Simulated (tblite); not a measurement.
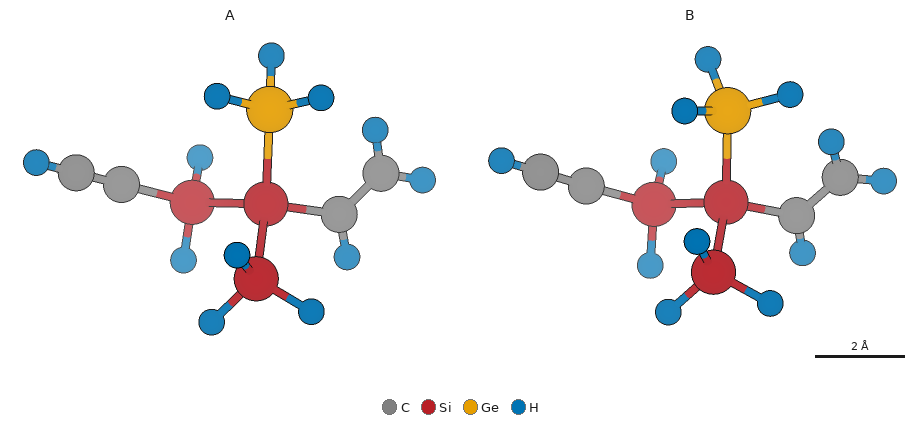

Two geometries of C4H12GeSi3, drawn at one scale. One is the start of a relaxation, the other its converged end. Style: ball-and-stick. Shown at a tilt.

Level of theory: GFN2-xTB geometry optimisation, gas phase (tblite 0.8.0). 

Q: Which geometry has the lower energy?

A: Structure A is the relaxed one. Over 105 geometry steps the energy falls by 0.652 eV. The atom that moves furthest after the best rigid fit is an H atom (0.57 Å). Largest moves by element: H 0.57 Å, C 0.29 Å, Si 0.20 Å, Ge 0.11 Å. Near-neighbour distances that change, for instance: Si–Si 2.242 → 2.349 Å, Ge–Si 2.307 → 2.375 Å, Ge–H 1.566 → 1.504 Å, C–Si 1.839 → 1.894 Å. Among the angles between lasting bonds that change: Si–C–C 116.2° → 124.4°, Si–Si–H 106.0° → 113.5°, H–Si–H 114.4° → 107.4°. The run took 3.9 s on 1 thread of Intel(R) Xeon(R) Processor @ 2.70GHz (shared host).
